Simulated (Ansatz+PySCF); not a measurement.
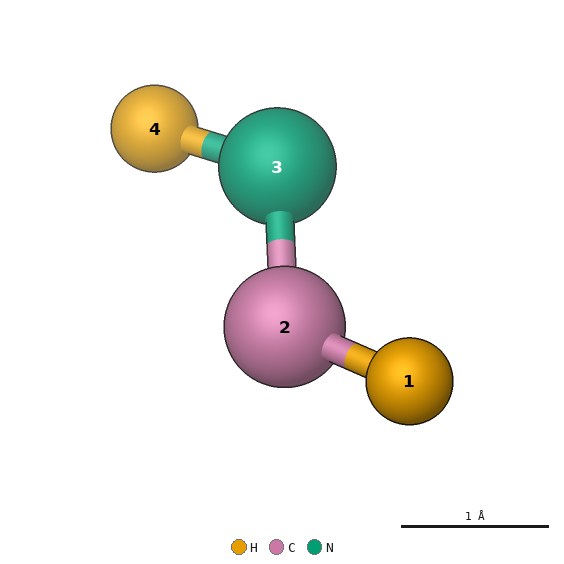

Simulated data, not a measurement (program: Ansatz+PySCF).

Orthographic view. Depth is shown by fading: the farther an atom, the more it takes the colour of the background. Charge 0, doublet. Geometry: a fixed input geometry, not necessarily a minimum.

Give the geometry as a Z-matrix, atoms in numerical order, with these reference atoms: 2 to 1; 3 to 2, 1; 4 to 3, 2, 1.

```
H  
C    1   1.096
N    2   1.227   1   125.1
H    3   1.021   2   119.4   1   180.0
```
